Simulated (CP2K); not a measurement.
Consider tetramethylsilane at its PBE geometry (Å).

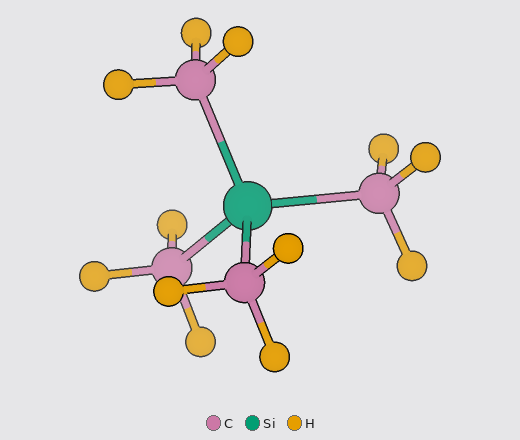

The molecule (carbon pink, silicon teal, hydrogen orange).

```xyz
17

C    -0.4035   -1.1946   -1.3960
Si    0.0001    0.0002    0.0003
C     0.0088    1.7607   -0.6654
C    -1.2992   -0.1548    1.3531
C     1.6945   -0.4108    0.7087
H    -1.3903   -0.9820   -1.8337
H    -0.4163   -2.2359   -1.0406
H     0.3389   -1.1303   -2.2055
H     0.2413    2.4877    0.1271
H    -0.9697    2.0334   -1.0882
H     0.7594    1.8849   -1.4601
H    -2.3043    0.0790    0.9712
H    -1.3303   -1.1750    1.7639
H    -1.0938    0.5326    2.1873
H     1.7237   -1.4361    1.1068
H     2.4792   -0.3305   -0.0583
H     1.9615    0.2714    1.5295
```

Method: CP2K XAS_TDP, all-electron GAPW, PBEh(45%), aug-pc-1, TDA, GW2X-corrected core level, no relativity.

Predict the bright core excitations at the C K edge.

Leading lines: C1 289.45 eV. The leading line of an atom is its first one with 35 % of the strongest within 2.5 eV of its lowest line over the strength cut. Core ionisation energies at this level: C1 290.62 eV.

The first six lines of each atom with a strength over 0.0015:

```
                              atom  energy (eV)  states  strength, one atom  above the computed threshold
C1 (bonded to Si and 3 H), 4 alike       288.64       1              0.0028                              
                                         289.45       2              0.0336                              
                                         289.75       1              0.0016                              
                                         290.11       2              0.0057                              
                                         290.38       1              0.0021                              
                                         291.12       2              0.0077                           yes
```

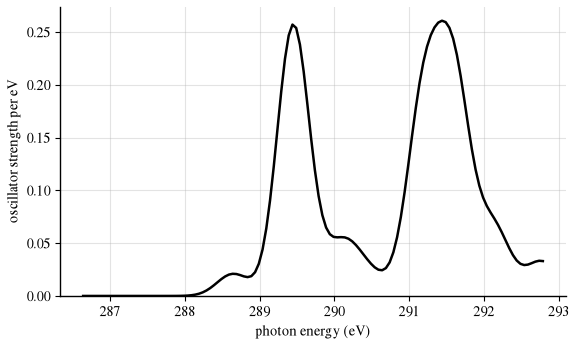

All atoms added, broadened by 0.5 eV.

Lines are vertical, at one geometry, with no vibrational structure. GW2X ionisation energies and lines can be off by 1 to 2 eV either way, and a good line position may hide errors that cancel. These values hold no scalar relativity, about 0.1 eV for C 1s. Rydberg lines, and the discretised continuum above threshold, depend on the basis and the box.

[Banner, clock and machine lines of the logs are left out without a mark of their own.]

[Logs are printed without paths, hosts, clocks, repeated set-up lines and the standing remarks that a program may print on its own settings, such as how far it seeks lower states.]

[Hosts, paths, dates, database ids (printed as entryN), source tags and the programs' standing remarks are cut or masked in the printed files.]
